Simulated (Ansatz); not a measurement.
```tsv
atom	x (Å)	y (Å)	z (Å)
C	-1.2510	-0.1479	-0.0764
C	-0.6588	0.8035	-1.1047
C	0.3116	1.8128	-0.5022
C	3.1587	1.9448	2.0272
In	2.0660	0.9269	0.4520
H	-1.7804	0.4024	0.7188
H	-0.4636	-0.7534	0.4082
H	-1.9673	-0.8518	-0.5274
H	-1.4848	1.3312	-1.6178
H	-0.1515	0.2161	-1.8901
H	0.6955	2.5032	-1.2744
H	-0.1950	2.4496	0.2439
H	2.6273	-0.6359	-0.0957
H	4.2162	2.0584	1.7418
H	3.1291	1.3412	2.9483
H	2.7392	2.9377	2.2430
```

Geometry: PBE0-D4/def2-SVP; core potentials replace the inner electrons of In.

Method: isolated molecule in a Gaussian basis; Kohn-Sham density functional theory, functional PBE0 in Ansatz.

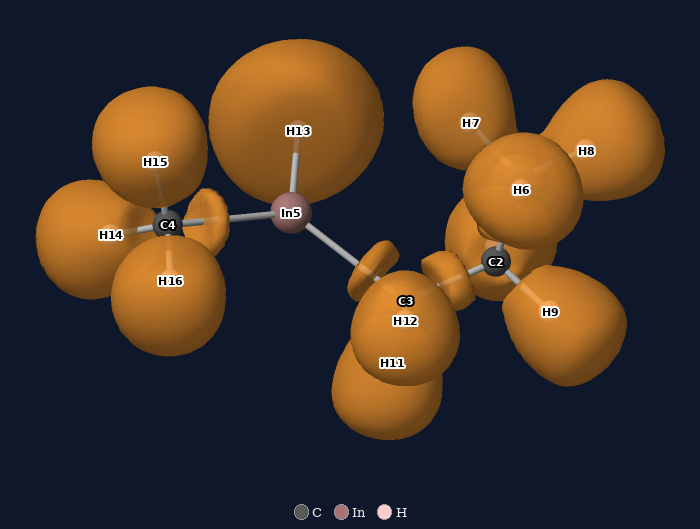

C4H11In (SMILES CC[CH2][InH][CH3]). Isosurface of the electron localisation function at 0.8 (orange), seen across its widest extent. Only the valence region is drawn (cores and ρ < 0.01 e/Å³ removed).

**Describe the localisation domains.**

The ELF exceeds this value in two regions between bonded C–C atoms (shared pairs), eleven regions around hydrogen nuclei and two lobes of the valence shell of C pointing towards In (polar bonds). Along the contacts the grid gives the following. C–C (1.52 Å): the ELF peaks at about 0.95 between the atoms (localised, covalent bonding). C–In (2.17 Å): the ELF peaks at about 0.90 in the valence shell of C, 0.7 Å from its nucleus, and drops to about 0.20 between the two atoms.
